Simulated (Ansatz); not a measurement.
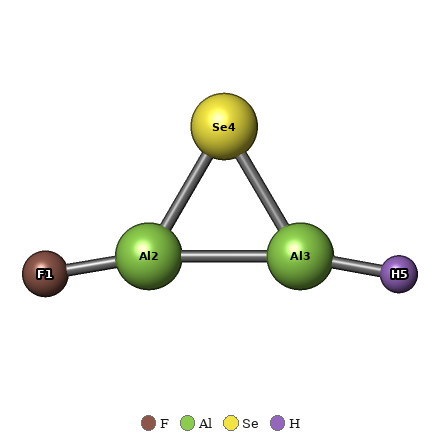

The system is Al2FHSe, SMILES [F][Al]1[AlH][Se]1; the picture shows the reference structure. First axis: bond length Al3–H5. Second axis: angle H5–Al3–Al2. Nothing is relaxed (all other coordinates rigid). The grid has 11 × 11 points. Energies are in eV, from the relaxed molecule at the same level. Level of theory: Ansatz, RKS PBE-D4/def2-TZVP.

Its coordinates:

```yaml
atoms:
  - { symbol: F, position_ang: [-1.3262, -2.2072, 1.3045] }
  - { symbol: Al, position_ang: [-0.5111, -0.9497, 0.5799] }
  - { symbol: Al, position_ang: [0.9624, 0.7789, -0.2107] }
  - { symbol: Se, position_ang: [-1.1916, 0.4787, -1.1775] }
  - { symbol: H, position_ang: [2.1163, 1.8258, -0.5375] }
```

Range: bond length Al3–H5 from 1.337 to 2.070 Å; angle H5–Al3–Al2 from 134.8 to 179.0°.

Q: What landscape does the calculation give?

A: The lowest grid point is at bond length Al3–H5 = 1.557 Å, angle H5–Al3–Al2 = 170.2°, 0.008 eV from the relaxed molecule at the same level. It is the only kind of minimum in the scanned range. The highest grid point, bond length Al3–H5 = 2.070 Å, angle H5–Al3–Al2 = 134.8°, lies 1.09 eV above the lowest.

```
angle H5–Al3–Al2 ↓, bond length Al3–H5 →  1.337  1.410  1.484  1.557  1.630  1.703  1.777  1.850  1.923  1.996  2.070
                                   179.0   0.62   0.30   0.11   0.03   0.03   0.09   0.19   0.32   0.46   0.62   0.78
                                   174.6   0.60   0.28   0.09   0.02   0.02   0.07   0.17   0.30   0.45   0.60   0.77
                                   170.2   0.59   0.27   0.08   0.01   0.01   0.07   0.17   0.30   0.44   0.60   0.77
                                   165.7   0.59   0.27   0.09   0.01   0.01   0.07   0.17   0.30   0.45   0.60   0.77
                                   161.3   0.61   0.29   0.11   0.03   0.03   0.09   0.19   0.32   0.46   0.62   0.79
                                   156.9   0.64   0.32   0.13   0.06   0.06   0.12   0.22   0.35   0.49   0.65   0.81
                                   152.5   0.68   0.36   0.17   0.10   0.10   0.16   0.26   0.38   0.53   0.68   0.85
                                   148.1   0.73   0.41   0.22   0.15   0.15   0.21   0.31   0.43   0.58   0.73   0.90
                                   143.6   0.79   0.47   0.29   0.21   0.21   0.27   0.37   0.50   0.64   0.79   0.96
                                   139.2   0.87   0.55   0.36   0.29   0.29   0.34   0.44   0.57   0.71   0.86   1.02
                                   134.8   0.95   0.63   0.45   0.37   0.37   0.43   0.53   0.65   0.79   0.94   1.10
```

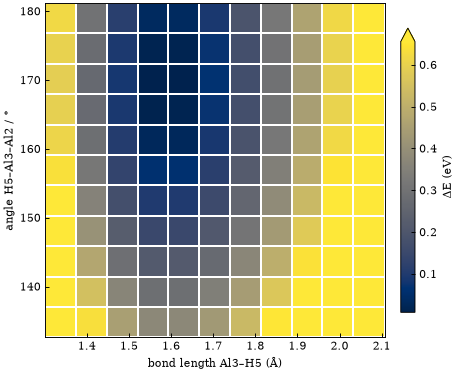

Drawn: one coloured cell a grid point, one colour for all values above the top of the scale.

Time for the 121 points that were run: 11 min on 1 thread of Arm Neoverse V2, with other jobs on the host.
